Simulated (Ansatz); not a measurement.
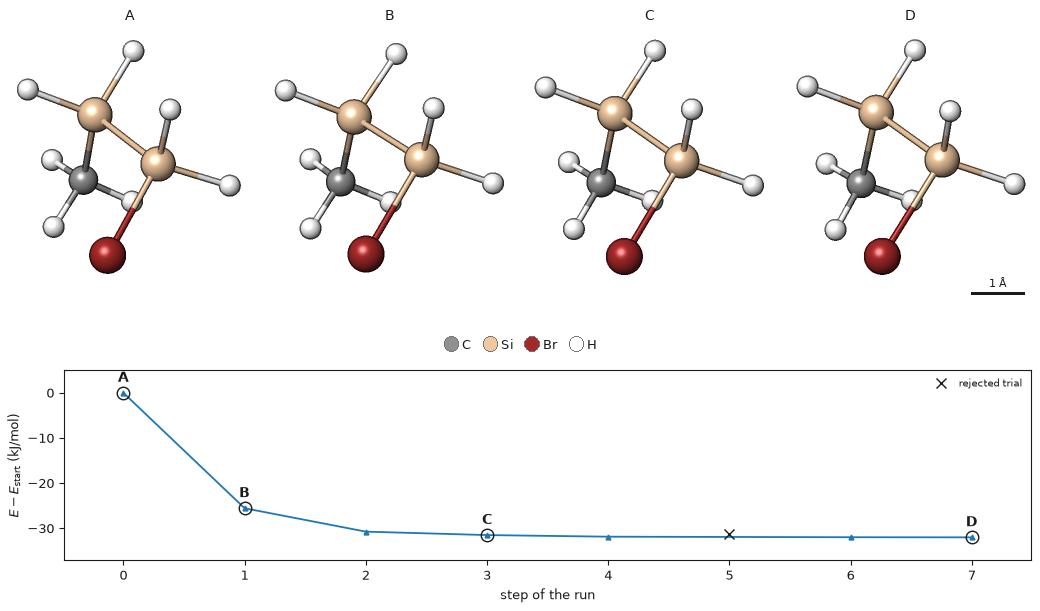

Frames of a relaxation of CH₇BrSi₂ (coarse preliminary run), marked on the history of the run. Style: ball-and-stick. Shown from a free direction.

The start comes from a force field.

Level of theory: RKS PBE-D4/def2-SVP in Ansatz. Settings: force threshold 0.03 eV/Å; at most 200 steps.

Q: What happens along the run?

A: The energy falls by 32.0 kJ/mol in 6 accepted moves (7 points after the start). Largest force component: 2.5 eV/Å at the start, 0.011 eV/Å at the end. The line search rejected the trial step at point 5 of the run. The Br atom moves most after the best rigid fit: 0.18 Å. By element the largest moves are Br 0.18 Å, H 0.13 Å, Si 0.11 Å, C 0.10 Å. Among the contacts that change: Br–Si 2.157 → 2.263 Å, C–Si 1.787 → 1.892 Å, H–Si 1.444 → 1.506 Å, Si–Si 2.294 → 2.352 Å. Among the angles between lasting bonds that change: Si–Si–Br 113.2° → 106.0°, Si–C–H 115.9° → 110.8°, H–C–H 103.7° → 108.5°. From step 0 to 1: an H atom moves most (0.13 Å), energy −25.5 kJ/mol. From step 1 to 3: an H atom moves most (0.12 Å), energy −5.94 kJ/mol. From step 3 to 7: the Br atom moves most (0.12 Å), energy −0.51 kJ/mol.

| step | E − E(0), kJ/mol | largest force component, eV/Å | note |
| --- | --- | --- | --- |
| 0 | 0.00 | 2.5083 |  |
| 1 | -25.55 | 1.2040 |  |
| 2 | -30.73 | 0.3463 |  |
| 3 | -31.49 | 0.1580 |  |
| 4 | -31.85 | 0.0421 |  |
| 5 | -31.35 | 0.1833 | rejected |
| 6 | -31.97 | 0.0114 |  |
| 7 | -31.99 | 0.0106 |  |
